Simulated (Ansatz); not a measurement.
**AlCl2FH2O: density, localisation and related maps**

Input

```
crystal:
  periodic: [false, false, false]
  atoms:
    - { symbol: Al, position_ang: [0.086494, 0.324891, -0.166649] }
    - { symbol: F, position_ang: [0.038866, 0.211138, 1.492583] }
    - { symbol: Cl, position_ang: [1.8919, 0.725066, -1.106441] }
    - { symbol: Cl, position_ang: [-1.72066, 0.35721, -1.195417] }
    - { symbol: O, position_ang: [0.07866, -2.465918, 0.82008] }
    - { symbol: H, position_ang: [-0.729251, -2.962508, 0.79539] }
    - { symbol: H, position_ang: [0.033991, -1.911679, 1.618054] }
basis:
  gaussian: { orbitals: "6-31G*" }
hamiltonian:
  xc: hf
relax:
  f_tol: 0.03
  max_steps: 50
output:
  orbitals: {}
```

Launched as:

```sh
ansatz run input.yaml --threads 1 --pin off --max-ram 2048MiB --backend cpu --events-out ev --progress --plain --runs-dir out
```

The fields are those of the run's last geometry, not of the input's.

Theory: Ansatz, RHF/6-31G*.

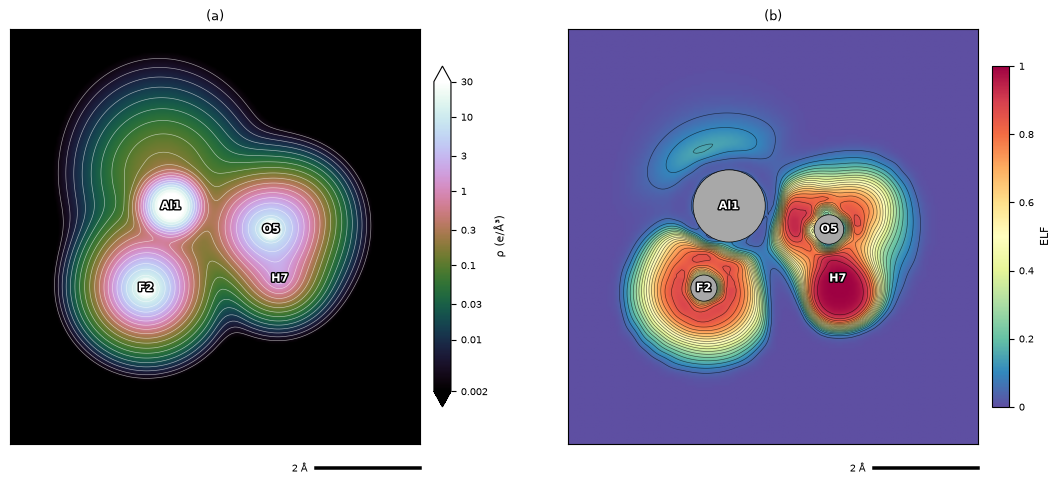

Figure 1. (a) total electron density; (b) electron localisation function on the plane of atoms F2, Al1 and O5. Grey discs cover the atomic cores in the ELF map.

Q: Describe what can be read from this map.

A: Atoms in the plane: Al, F, O and H.
Al–F (1.64 Å): ρ is about 0.88 e/Å³ halfway; the ELF peaks at about 0.85 in the valence shell of F, 0.6 Å from its nucleus, and is about 0.35 at the midpoint.
Al–O (1.96 Å): the density is about 0.43 e/Å³ at the midpoint; the ELF peaks at about 0.95 in the valence shell of O, 0.7 Å from its nucleus, and is about 0.45 at the midpoint.
O–H (0.95 Å): the density is about 3.8 e/Å³ at the midpoint; the ELF climbs to about 1 towards the hydrogen, as it does in any bond to H; an ordinary covalent bond to hydrogen.
The ELF also peaks beside F2, away from the bonds: lone-pair regions.

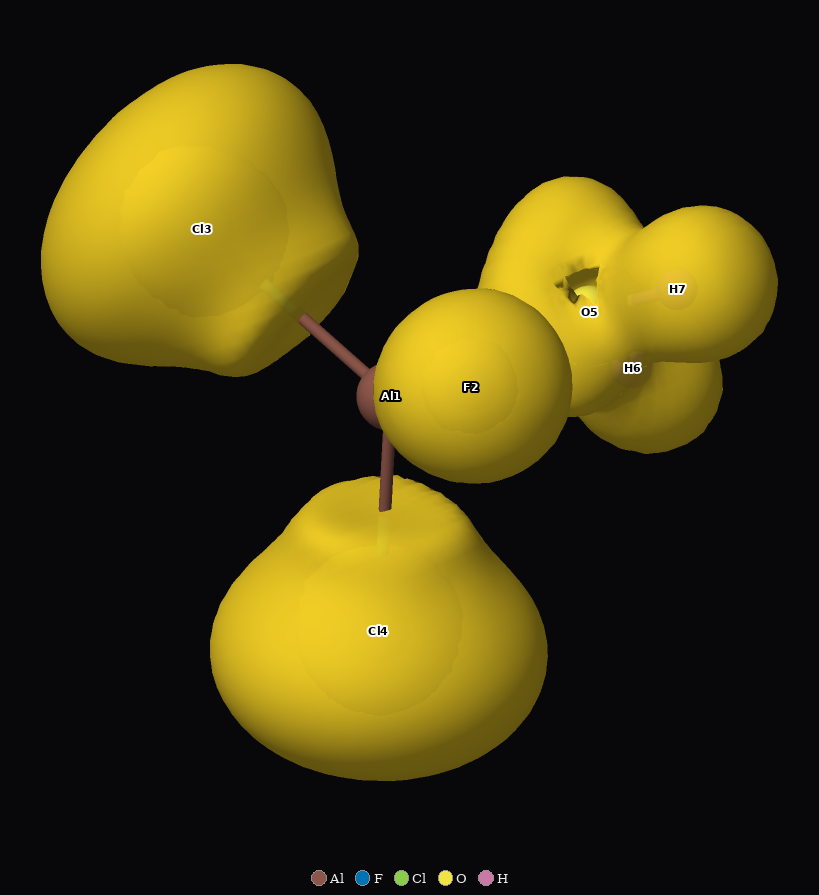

Figure 2. Isosurface of the electron localisation function at 0.75 (yellow), seen at a tilt. Core shells and regions of very low density are left out.

Q: Where are the electrons localised?

A: The surface consists of two regions on Cl in which the atom's valence shell and bonds are merged, one region wrapped around F (its valence shell) and one joined region spread over several atoms (H, O), in which their bonds and any lone pairs are merged.

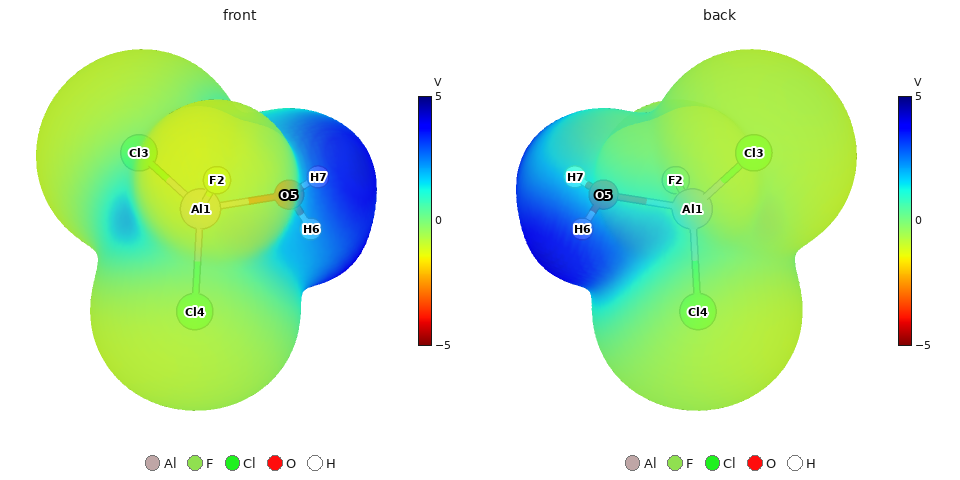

Figure 3. The molecular electrostatic potential painted on the density surface at 0.001 e/bohr³, seen from the front and from behind; red is negative and blue positive.

Q: Where is the surface potential most negative and most positive?

A: The most negative region (about −1.3 V) lies over F2, the most positive (about +4.1 V) over H6 and H7.

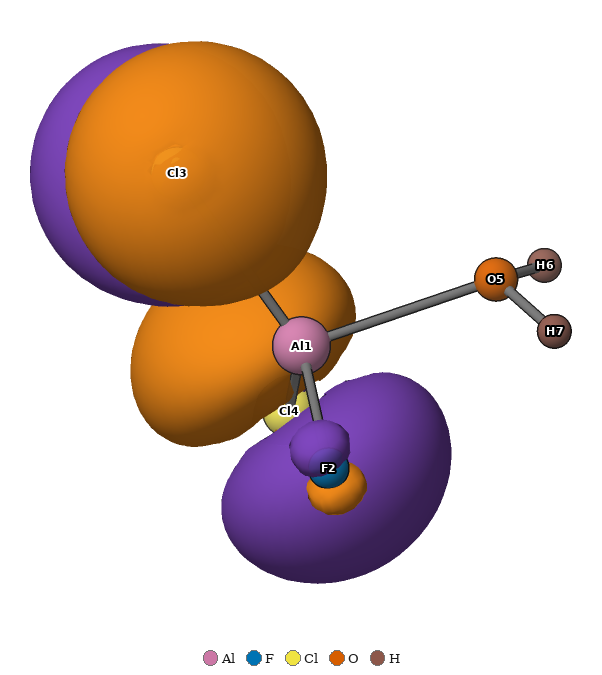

Figure 4. The HOMO at ±0.08 Å⁻³ᐟ² (orange and purple are the two phases), seen from one side.

Q: What is the character of this orbital?

A: Its weight (Hirshfeld) is mainly on Cl3 (about 55 %) and Cl4 (about 40 %). Its energy is −12.03 eV.
